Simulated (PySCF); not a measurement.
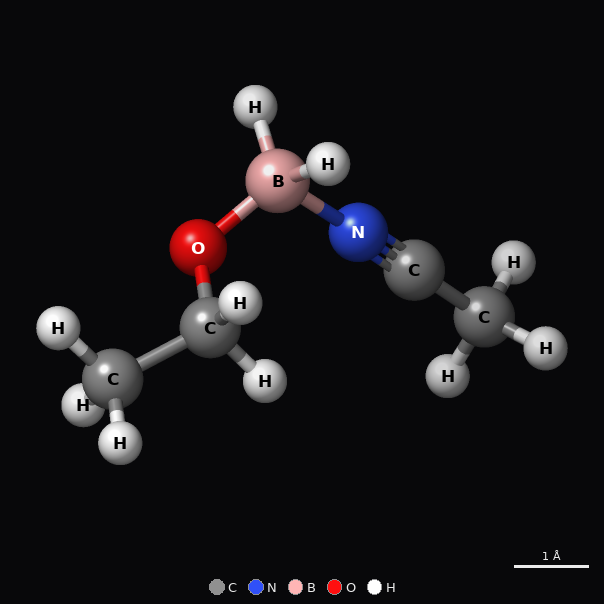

Double and triple bonds are drawn as two and three sticks.

The geometry was computed by an optimisation with PBE0-D3(BJ)/def2-SVP. No frequency run is at hand to confirm it as a minimum.

Description:

The molecule is C4H10BNO. Its SMILES string is `CC#[N+][BH2-]OCC`. It has no ring. Among its groups: B–H bond. The point group is C1. Coordination: 3 C tetrahedral; 1 C linear; 1 N linear; 1 B tetrahedral; 1 O bent.

The parts below concern this one geometry. Atoms keep their numbers from picture to picture.

### Shape

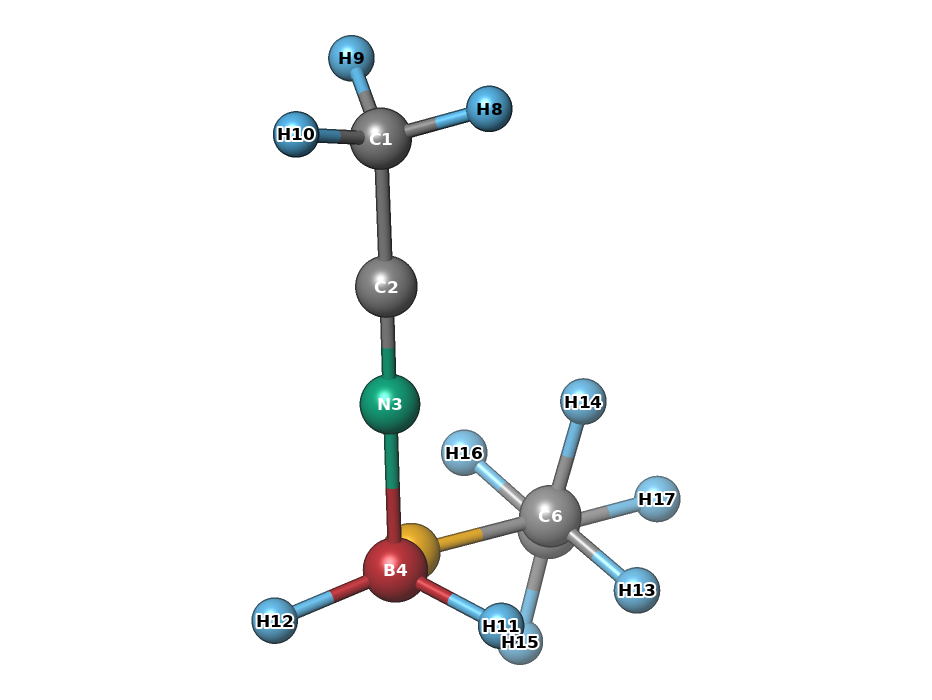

O5 lies behind B4. The molecule seen nearly along the B4–O5 bond, B4 in front. Depth is shown by fading: the farther an atom, the more it takes the colour of the background. No frequency run is at hand to confirm it as a minimum.

What is the torsion angle N3–B4–O5–C6? The sign is positive where the front bond must turn clockwise to cover the back bond.

77°, synclinal (gauche).

### NMR shielding

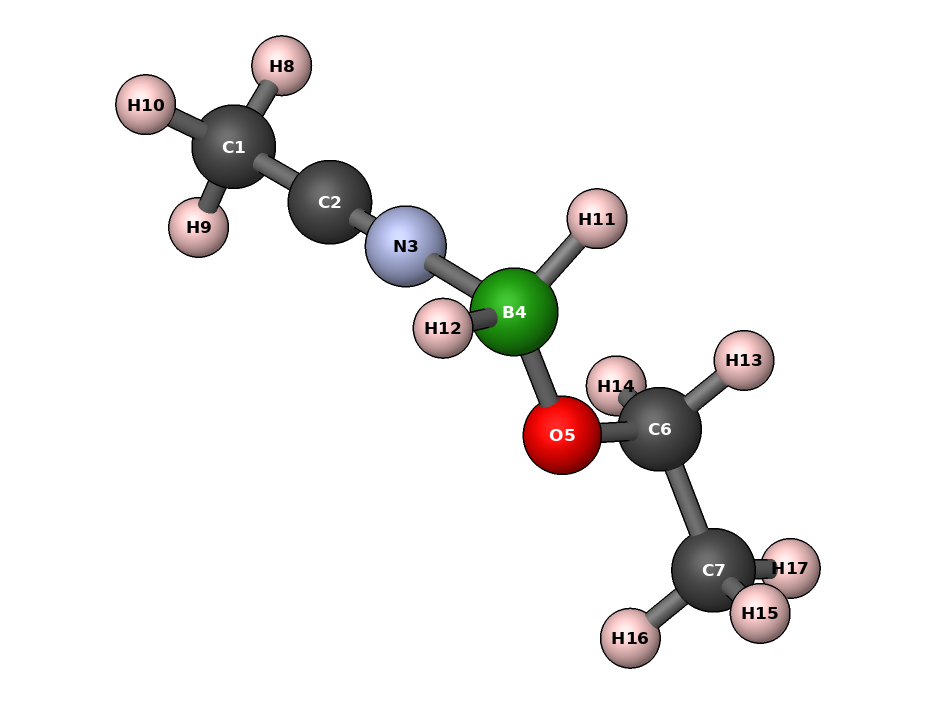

No frequency run is at hand to confirm it as a minimum. Properties computed with GIAO HF/pcSseg-1 NMR shielding, non-relativistic, gas phase (PySCF 2.14.0). Principal shieldings σ11 ≤ σ22 ≤ σ33, span Ω = σ33 − σ11, skew κ = 3(σiso − σ22)/Ω.

Give the shielding tensors of the O atoms.

```csv
atom,σ11,σ22,σ33,σiso,Ω,κ
O5,270.9,323.0,342.1,312.0,71.2,−0.46
```

Shieldings and span in ppm.

### Spin–spin coupling

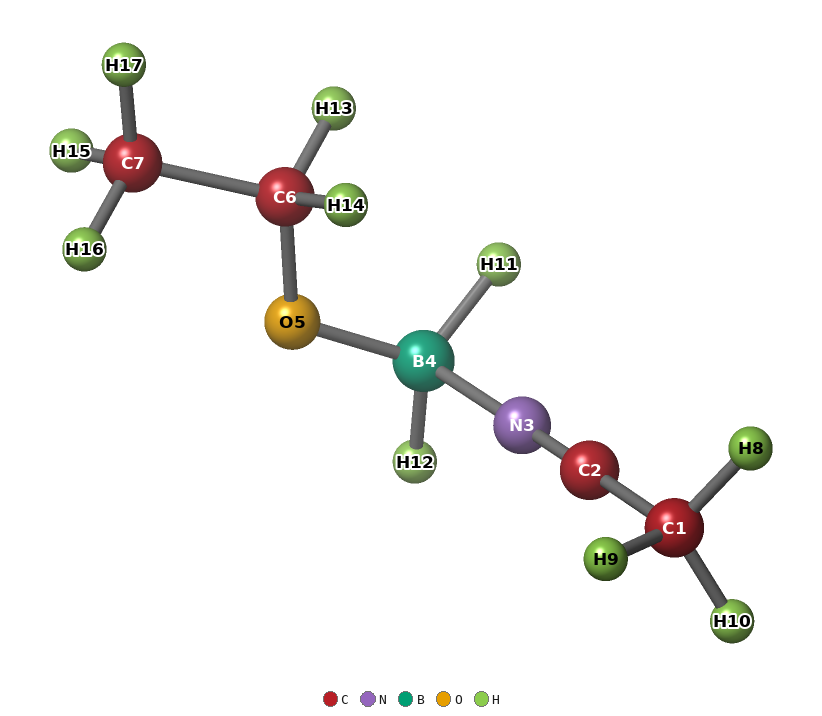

No frequency run is at hand to confirm it as a minimum. Method: B3LYP/pcJ-1 indirect spin-spin coupling, non-relativistic, gas phase (PySCF 2.14.0). Isotopes: 11B, 13C, 1H, 15N, 17O.

Give the spin–spin coupling constants of these pairs, with the number of bonds between them: C2/N3, C1/N3, N3/H11, B4/C6, N3/H8, B4/H13.

```tsv
pair	bonds apart	J (Hz)
C2, N3	1	−43.4
C1, N3	2	1.4
N3, H11	2	−4.3
B4, C6	2	−1.6
N3, H8	3	−2.6
B4, H13	3	1.8
```

### Electronic properties

No frequency run is at hand to confirm it as a minimum. Properties computed with B3LYP/def2-SVPD, gas phase (PySCF 2.14.0). Excitations: vertical, linear response.

Give the HOMO energy (Kohn–Sham orbital) at this level.

−6.56 eV.

Estimate the mean static polarisability.

82.2 bohr³.

What is the LUMO energy (Kohn–Sham orbital)?

−0.92 eV.

Give the brightest of the 10 lowest singlets at this level.

5.45 eV.
